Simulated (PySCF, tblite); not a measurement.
# C5H9O2−: a rotation path, then NMR shifts on frames

Aim: move C5H9O2− (`CC[C@H](C)C(=O)[O-]`) away from its starting geometry and see how NMR shifts follow the geometry.

The runs use tblite 0.8.0 and PySCF 2.14.0, with density-fitted response routines of our own; the level of theory stands in each step. All values are computed, except where a source is named. Atoms are numbered from 0 throughout.

### Step 1. Starting geometry

16 atoms, charge -1, multiplicity 1; geometry from: GFN2-xTB.

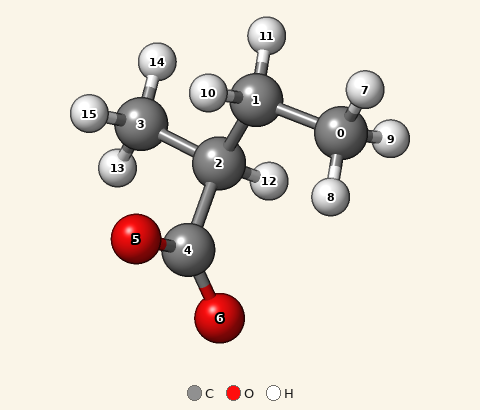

As it starts; carbon grey, oxygen red, hydrogen white, atoms numbered.

### Step 2. A band between two rotamers with GFN2-xTB

Job settings and geometry (Å):

```
{"job": {"kind": "neb", "xc": "GFN2-xTB", "basis": "xTB", "atoms": [0, 1, 2, 4], "turn": 120}, "charge": -1, "multiplicity": 1}
C      1.777248    -0.936577    -0.180968
C      0.822414     0.006355     0.540706
C     -0.377887     0.366657    -0.329513
C     -1.219996     1.451109     0.331506
C     -1.293461    -0.927226    -0.538072
O     -1.671390    -1.481578     0.502329
O     -1.528339    -1.227762    -1.715849
H      2.598447    -1.243102     0.469210
H      1.232830    -1.821328    -0.500408
H      2.196562    -0.456092    -1.064871
H      0.440976    -0.486542     1.439185
H      1.363418     0.913067     0.850502
H     -0.039115     0.706365    -1.315995
H     -2.040319     1.745345    -0.322289
H     -0.626211     2.341190     0.567496
H     -1.642776     1.059064     1.255619
```

Level: GFN2-xTB climbing-image nudged elastic band, gas phase.

On the command line:

```sh
$ OMP_NUM_THREADS=1 python probes_run.py task.json out
```

One launch serves the whole session: the jobs run in the order shown.

The log of the run:

```text
image   E - E0 / eV
  0      -0.0000
  1       0.0163
  2       0.0528
  3       0.0890
  4       0.1043
  5       0.0895
  6       0.0559
  7       0.0292
  8       0.0219
```

Run time: 2.8 s. Hardware: 1 thread of Intel Xeon Platinum 8488C, shared host; peak memory 0.19 GiB.

The final band, with the dihedral C0–C1–C2–C4:

```csv
image,dihedral (°),energy (eV),energy (kcal/mol)
0,68,0.000,0.0
1,82,0.016,0.4
2,96,0.053,1.2
3,110,0.089,2.1
4,123,0.104,2.4
5,137,0.089,2.1
6,151,0.056,1.3
7,165,0.029,0.7
8,178,0.022,0.5
```

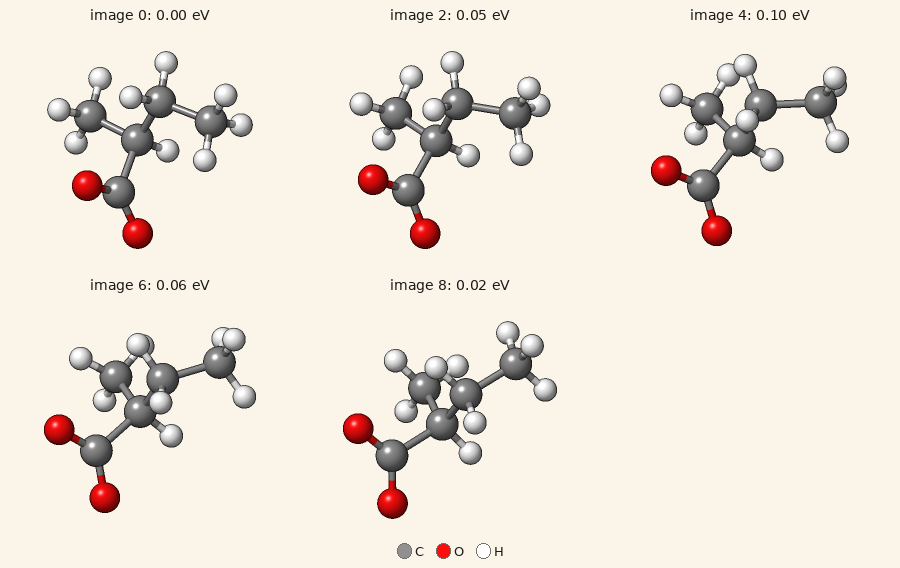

Images along the band.

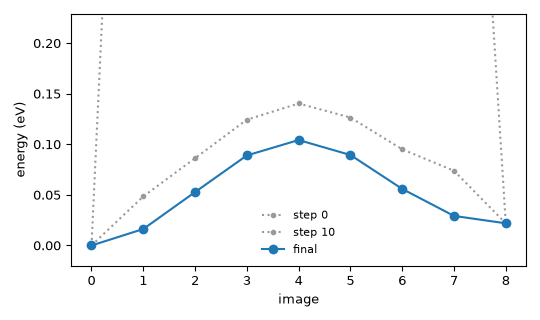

Energy along the band, early and final.

### Step 3. NMR shieldings: image 0, PBE0/pcSseg-1

Job settings and geometry (Å):

```
{"job": {"kind": "nmr", "xc": "PBE0", "basis": "pcSseg-1", "pop": false}, "charge": -1, "multiplicity": 1}
C      1.777200    -0.936600    -0.181000
C      0.822400     0.006400     0.540700
C     -0.377900     0.366700    -0.329500
C     -1.220000     1.451100     0.331500
C     -1.293500    -0.927200    -0.538100
O     -1.671400    -1.481600     0.502300
O     -1.528300    -1.227800    -1.715800
H      2.598400    -1.243100     0.469200
H      1.232800    -1.821300    -0.500400
H      2.196600    -0.456100    -1.064900
H      0.441000    -0.486500     1.439200
H      1.363400     0.913100     0.850500
H     -0.039100     0.706400    -1.316000
H     -2.040300     1.745300    -0.322300
H     -0.626200     2.341200     0.567500
H     -1.642800     1.059100     1.255600
```

Method: GIAO PBE0/pcSseg-1 NMR shielding, non-relativistic, gas phase.

The log of the run:

```text
coarse grid: 13184 points
cycle   1  E = -345.7231701410  dE =  8.191e-01  |g| = 1.097e+00  |ddm| = 3.402e+00
cycle   2  E = -345.4022431510  dE =  3.209e-01  |g| = 1.720e+00  |ddm| = 3.698e+00
cycle   3  E = -345.9569538002  dE = -5.547e-01  |g| = 1.651e-01  |ddm| = 2.820e+00
cycle   4  E = -345.9626218888  dE = -5.668e-03  |g| = 6.649e-02  |ddm| = 2.107e-01
cycle   5  E = -345.9637045060  dE = -1.083e-03  |g| = 8.305e-03  |ddm| = 6.744e-02
cycle   6  E = -345.9637165683  dE = -1.206e-05  |g| = 3.871e-03  |ddm| = 1.000e-02
cycle   7  E = -345.9637199882  dE = -3.420e-06  |g| = 8.157e-04  |ddm| = 4.118e-03
final grid: 126808 points
cycle   8  E = -346.0276494800  dE = -2.811e-05  |g| = 1.245e-02  |ddm| = 2.588e-02
cycle   9  E = -346.0276071238  dE =  4.236e-05  |g| = 1.938e-02  |ddm| = 2.509e-02
cycle  10  E = -346.0276803050  dE = -7.318e-05  |g| = 1.700e-03  |ddm| = 1.611e-02
cycle  11  E = -346.0276808696  dE = -5.646e-07  |g| = 3.872e-04  |ddm| = 1.366e-03
cycle  12  E = -346.0276808866  dE = -1.706e-08  |g| = 2.435e-04  |ddm| = 4.934e-04
cycle  13  E = -346.0276808978  dE = -1.115e-08  |g| = 2.345e-05  |ddm| = 1.991e-04
cycle  14  E = -346.0276808979  dE = -1.080e-10  |g| = 8.136e-06  |ddm| = 3.247e-05
converged SCF energy = -346.0276808979

GIAO shielding tensors (ppm)
atom      isotropic    diamagn.    paramagn.     s11        s22        s33       span
  0 C      170.012     246.917     -76.904    156.376    167.336    186.325     29.949
  1 C      151.989     247.991     -96.001    136.522    147.702    171.744     35.222
  2 C      132.631     248.800    -116.168    107.574    138.842    151.478     43.904
  3 C      162.894     247.398     -84.503    144.859    157.112    186.712     41.853
  4 C       11.876     244.585    -232.709    -73.273     44.510     64.392    137.665
  5 O       45.627     407.822    -362.194   -148.296    -10.290    295.468    443.764
  6 O      -30.939     406.139    -437.078   -248.444    -47.471    203.098    451.542
  7 H       31.160      29.642       1.518     26.512     28.572     38.396     11.884
  8 H       30.141      30.552      -0.411     25.475     30.283     34.666      9.190
  9 H       31.122      31.043       0.079     27.205     29.159     37.003      9.799
 10 H       29.738      32.398      -2.660     26.892     28.820     33.501      6.609
 11 H       31.127      32.804      -1.677     26.469     31.145     35.767      9.299
 12 H       30.322      34.743      -4.421     27.687     29.883     33.394      5.707
 13 H       30.534      30.333       0.201     26.371     28.480     36.751     10.381
 14 H       31.428      31.201       0.227     27.700     29.369     37.215      9.515
 15 H       30.256      30.967      -0.711     26.953     29.533     34.282      7.329
```

Wall time 17 s (1 thread of Intel Xeon Platinum 8488C, shared host); peak memory 0.77 GiB.

The references, computed at this level on geometries of the same kind, shield at (ppm): ¹H TMS 31.72, ¹³C TMS 186.9, ¹⁷O H2O 336.1. Their shielding less the atom's gives the shift. The references are single molecules in the gas phase, so shifts against H2O, NH3, PH3, H3PO4 or CFCl3 are not on the usual liquid scales and can be off by tens of ppm. Each atom is listed at this fixed geometry, with no averaging over motion; a spectrum would average atoms that exchange fast.

```csv
atoms,environment,σ (ppm),δ (ppm)
C4,carboxylate carbon,11.9,175.0
C2,sp3 CH α to a carbonyl,132.6,54.3
C1,sp3 CH2,152.0,34.9
C3,methyl carbon,162.9,24.0
C0,methyl carbon,170.0,16.9
H10,hydrogen on an sp3 CH2,29.74,1.98
H8,hydrogen on a methyl carbon,30.14,1.58
H15,hydrogen on a methyl carbon,30.26,1.46
H12,hydrogen on an sp3 CH α to a carbonyl,30.32,1.40
H13,hydrogen on a methyl carbon,30.53,1.18
H9,hydrogen on a methyl carbon,31.12,0.59
H11,hydrogen on an sp3 CH2,31.13,0.59
H7,hydrogen on a methyl carbon,31.16,0.56
H14,hydrogen on a methyl carbon,31.43,0.29
O6,carboxylate oxygen,-30.9,367.0
O5,carboxylate oxygen,45.6,290.5
```

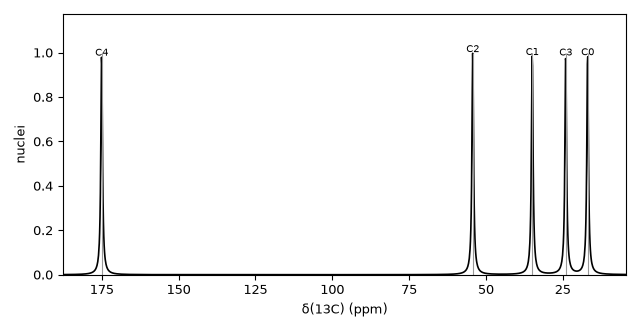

¹³C lines at the computed shifts, without couplings. Lines are broadened to a width of 0.63 ppm (Lorentzian).

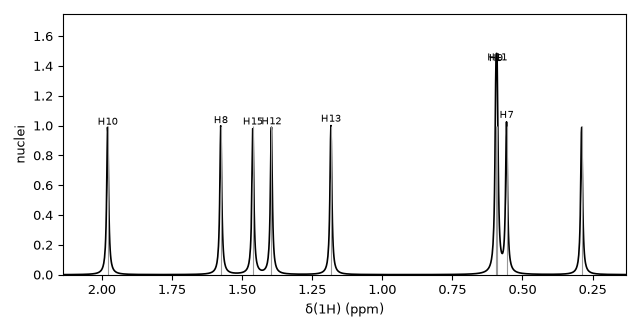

¹H lines at the computed shifts, without couplings. Lines are broadened to a width of 0.01 ppm (Lorentzian).

### Step 4. Shielding tensors: image 2, PBE0/pcSseg-1

Job settings and geometry (Å):

```
{"job": {"kind": "nmr", "xc": "PBE0", "basis": "pcSseg-1", "pop": false}, "charge": -1, "multiplicity": 1}
C      1.906500    -0.758600    -0.222000
C      0.744700    -0.184300     0.579600
C     -0.425100     0.234200    -0.316000
C     -1.112500     1.482900     0.224000
C     -1.509300    -0.941300    -0.384000
O     -1.938800    -1.328300     0.710600
O     -1.800300    -1.330200    -1.522500
H      2.706400    -1.107000     0.433700
H      1.565800    -1.592900    -0.830200
H      2.316900     0.003200    -0.886000
H      0.373100    -0.930200     1.288500
H      1.108800     0.671800     1.163100
H     -0.072300     0.420900    -1.337300
H     -1.882100     1.822300    -0.468700
H     -0.401700     2.302200     0.380900
H     -1.587700     1.244200     1.174700
```

With the program's defaults for keys left out, this is: GIAO PBE0/pcSseg-1 NMR shielding, non-relativistic, gas phase.

The log of the run:

```text
coarse grid: 13184 points
cycle   1  E = -345.7206848381  dE =  8.125e-01  |g| = 1.096e+00  |ddm| = 3.388e+00
cycle   2  E = -345.4127865197  dE =  3.079e-01  |g| = 1.707e+00  |ddm| = 3.550e+00
cycle   3  E = -345.9540544176  dE = -5.413e-01  |g| = 1.626e-01  |ddm| = 2.649e+00
cycle   4  E = -345.9596251530  dE = -5.571e-03  |g| = 6.329e-02  |ddm| = 2.057e-01
cycle   5  E = -345.9606005718  dE = -9.754e-04  |g| = 9.244e-03  |ddm| = 6.432e-02
cycle   6  E = -345.9606139956  dE = -1.342e-05  |g| = 4.973e-03  |ddm| = 1.090e-02
cycle   7  E = -345.9606184914  dE = -4.496e-06  |g| = 1.945e-03  |ddm| = 5.311e-03
final grid: 126808 points
cycle   8  E = -346.0243133135  dE = -2.339e-05  |g| = 1.313e-02  |ddm| = 2.799e-02
cycle   9  E = -346.0242620111  dE =  5.130e-05  |g| = 2.104e-02  |ddm| = 2.741e-02
cycle  10  E = -346.0243470519  dE = -8.504e-05  |g| = 2.141e-03  |ddm| = 1.770e-02
cycle  11  E = -346.0243479381  dE = -8.862e-07  |g| = 4.858e-04  |ddm| = 1.857e-03
cycle  12  E = -346.0243479750  dE = -3.692e-08  |g| = 1.842e-04  |ddm| = 4.999e-04
cycle  13  E = -346.0243479818  dE = -6.821e-09  |g| = 2.146e-05  |ddm| = 1.505e-04
cycle  14  E = -346.0243479819  dE = -9.265e-11  |g| = 8.223e-06  |ddm| = 3.088e-05
converged SCF energy = -346.0243479819

GIAO shielding tensors (ppm)
atom      isotropic    diamagn.    paramagn.     s11        s22        s33       span
  0 C      168.487     247.330     -78.843    151.588    168.509    185.365     33.777
  1 C      151.486     247.383     -95.897    130.821    148.327    175.311     44.489
  2 C      132.433     248.194    -115.760    103.150    139.866    154.285     51.135
  3 C      160.891     247.941     -87.050    138.962    158.722    184.989     46.027
  4 C       10.290     244.072    -233.782    -72.571     40.465     62.976    135.547
  5 O       45.723     407.201    -361.478   -138.455     -5.200    280.826    419.281
  6 O      -31.548     405.804    -437.352   -249.614    -51.364    206.333    455.947
  7 H       31.067      29.689       1.378     26.367     28.510     38.324     11.957
  8 H       30.446      30.807      -0.361     26.173     29.663     35.503      9.329
  9 H       31.033      31.246      -0.212     27.222     29.297     36.582      9.360
 10 H       29.079      32.055      -2.976     25.428     28.906     32.902      7.474
 11 H       31.252      33.145      -1.893     26.596     31.941     35.219      8.623
 12 H       30.425      34.897      -4.472     27.560     30.500     33.216      5.655
 13 H       30.570      30.579      -0.009     26.435     28.546     36.728     10.293
 14 H       31.398      31.640      -0.241     27.771     29.559     36.865      9.093
 15 H       30.115      31.089      -0.974     26.975     29.354     34.017      7.042
```

Run time: 17 s. Hardware: 1 thread of Intel Xeon Platinum 8488C, shared host; peak memory 0.81 GiB.

Key values: δ C4 176.6, C2 54.5, C1 35.4, C3 26.0, H10 2.64, H15 1.60 ppm.

(Part 1 of 2 ends here.)
